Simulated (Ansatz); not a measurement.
**C2H9Al2N: density, localisation and related maps**

The calculation's input:

```
crystal:
  periodic: [false, false, false]
  atoms:
    - { symbol: C, position_ang: [-0.9691, 0.9192, 0.4284] }
    - { symbol: C, position_ang: [0.1419, 0.0108, 0.1012] }
    - { symbol: "N", position_ang: [1.2449, 0.2557, 0.9851] }
    - { symbol: Al, position_ang: [-0.3721, -1.8887, 0.2709] }
    - { symbol: Al, position_ang: [0.7455, 0.236, -1.8202] }
    - { symbol: H, position_ang: [-0.6971, 2.0372, 0.2974] }
    - { symbol: H, position_ang: [-1.3374, 0.8217, 1.4662] }
    - { symbol: H, position_ang: [-1.8354, 0.7949, -0.2737] }
    - { symbol: H, position_ang: [1.5905, 1.2665, 0.9457] }
    - { symbol: H, position_ang: [0.9663, 0.1313, 2.013] }
    - { symbol: H, position_ang: [-0.4208, -2.8714, -0.9709] }
    - { symbol: H, position_ang: [-0.9584, -2.4302, 1.6969] }
    - { symbol: H, position_ang: [2.2053, 0.677, -2.1351] }
    - { symbol: H, position_ang: [-0.3168, 0.0108, -2.9761] }
basis:
  gaussian: { orbitals: def2-SVP }
hamiltonian:
  xc: r2scan
  dispersion: d4
relax:
  f_tol: 0.015
  max_steps: 40
output:
  orbitals: {}
```

Launched as:

```sh
ansatz run input.yaml --threads 2 --pin off --max-ram 3072MiB --backend cpu --events-out ev --progress --plain --runs-dir out
```

The fields are those of the run's last geometry, not of the input's.

The calculation used Ansatz 0.2.0, RKS r2SCAN-D4/def2-SVP.

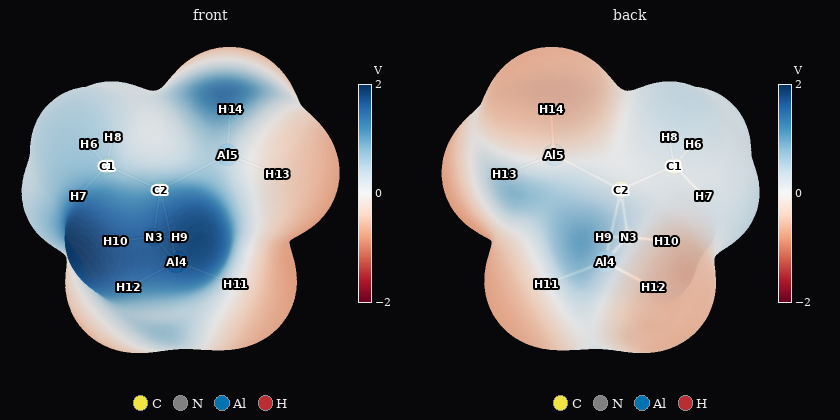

Figure 1. The electrostatic potential painted on the density surface at 0.001 e/bohr³, seen from the front and from behind; the colour scale runs from red (negative) to blue (positive).

**Where is the surface potential most negative and most positive?**

The most negative region (about −0.7 V) lies over H11 and H13, the most positive (about +1.9 V) over H10.

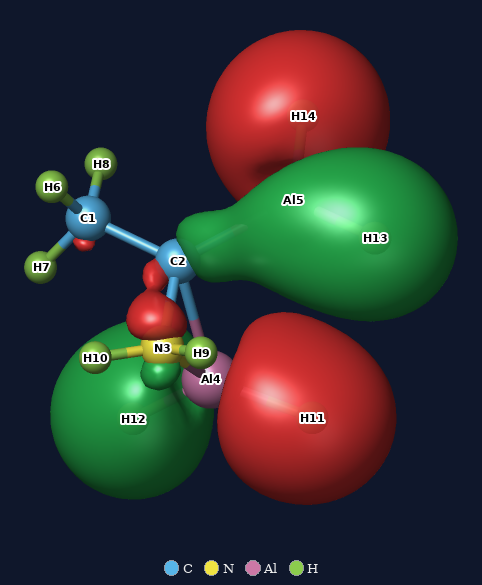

Figure 2. The HOMO−1 at ±0.06 Å⁻³ᐟ² (green and red are the two phases), seen across its widest extent.

**Describe this orbital and give its energy.**

Its weight (Hirshfeld) is mainly on Al5 (about 20 %), H14 (about 15 %), H11 (about 15 %), Al4 (about 15 %), H13 (about 15 %) and H12 (about 10 %). Its energy is −7.10 eV.

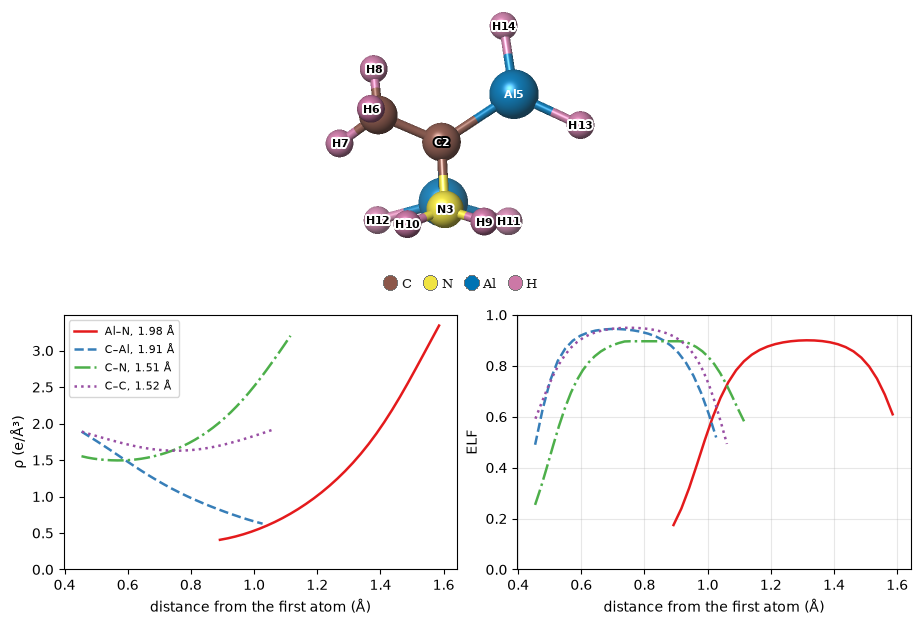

Figure 3. Total electron density and ELF along straight lines between neighbouring atoms. The curves leave out the atomic cores. The structure is drawn too.

**Compare the contacts.**

Al–N (1.98 Å): ρ is about 0.52 e/Å³ halfway; the ELF peaks at about 0.90 in the valence shell of N, 0.7 Å from its nucleus, and is about 0.50 at the midpoint.
C–Al (1.91 Å): ρ at the midpoint is about 0.72 e/Å³; the ELF peaks at about 0.95 in the valence shell of C, 0.7 Å from its nucleus, and is about 0.75 at the midpoint.
C–N (1.51 Å): the density is about 1.7 e/Å³ at the midpoint; the ELF peaks at about 0.90 between the atoms: a shared electron pair.
C–C (1.52 Å): the density is about 1.6 e/Å³ at the midpoint; the ELF peaks at about 0.95 between the atoms, as expected for a covalent bond.

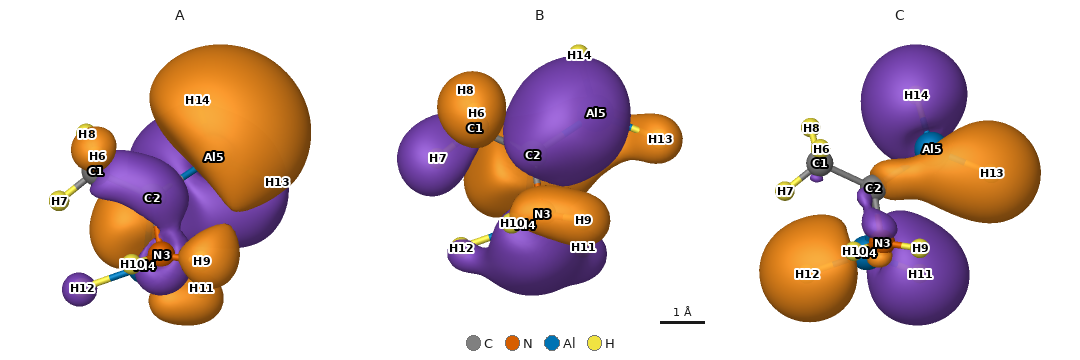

Figure 4. Three frontier orbitals at ±0.06 Å⁻³ᐟ² (orange and purple are the two phases), in no order.

**Which picture is the HOMO−1, the HOMO and the LUMO?**

C is the HOMO−1 (−7.10 eV). Its weight (Hirshfeld) is mainly on Al5 (about 20 %), H14 (about 15 %), H11 (about 15 %), Al4 (about 15 %), H13 (about 15 %) and H12 (about 10 %). B is the HOMO (−5.23 eV). Its weight (Hirshfeld) is mainly on C2 (about 40 %), Al4 (about 15 %), Al5 (about 15 %), N3 (about 10 %) and C1 (about 5 %). A is the LUMO (−1.28 eV). It lies mainly on Al5 (about 60 %), C2 (about 10 %) and Al4 (about 10 %).

**What is the HOMO–LUMO gap?**

3.95 eV between the orbital energies.
